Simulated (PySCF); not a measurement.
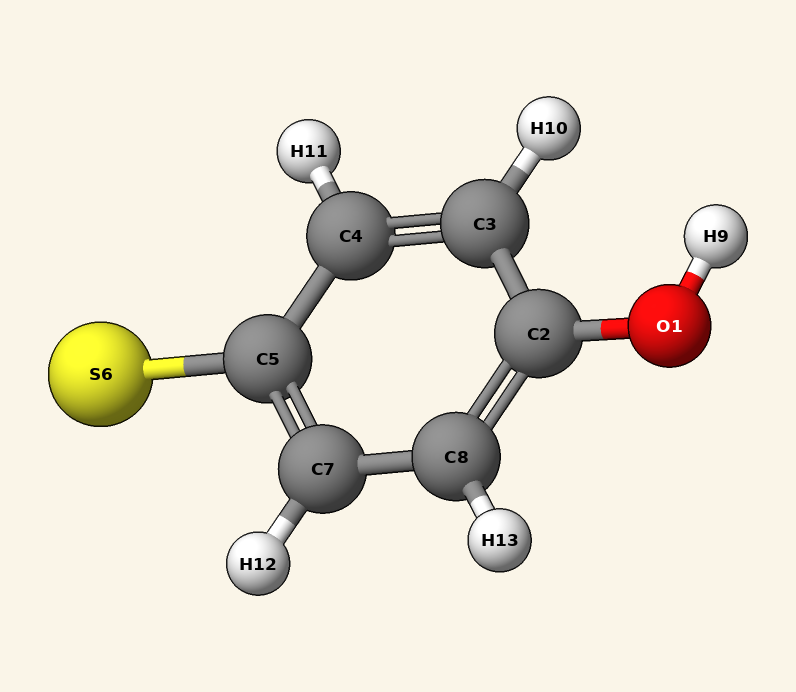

Charge 0, doublet. The computed structure is the end point of a GFN2-xTB optimisation. No frequency run is at hand to confirm it as a minimum. Computed with UKS B3LYP, pcH-1 on C H O S, non-relativistic (PySCF 2.14.0). The run warned: orbitally degenerate or nearly so: second-order g, spin-orbit hyperfine and D do not apply. Fermi-contact and spin-dipolar terms alone, no spin-orbit part.

Which nucleus has the largest dipolar (anisotropic) hyperfine coupling?

33S at S6: principal values −66.1, −65.8, 131.9 MHz.

List the isotropic and dipolar parts for the most strongly coupled nuclei, one of each equivalent set.

| atom | isotope | a_iso (MHz) | dipolar part (MHz) |
| --- | --- | --- | --- |
| S6 | 33S | 14.5 | −66.1, −65.8, 131.9 |
| C2 | 13C | 14.7 | −14.9, −14.0, 28.9 |
| C4 | 13C | 10.9 | −11.9, −11.5, 23.4 |
| C7 | 13C | 9.8 | −10.7, −10.3, 21.0 |
| O1 | 17O | −6.2 | −19.9, 9.7, 10.2 |
| C8 | 13C | −12.3 | −7.7, 3.5, 4.2 |
| C3 | 13C | −12.6 | −7.4, 3.2, 4.1 |
| H9 | 1H | −3.9 | −3.9, −2.5, 6.4 |
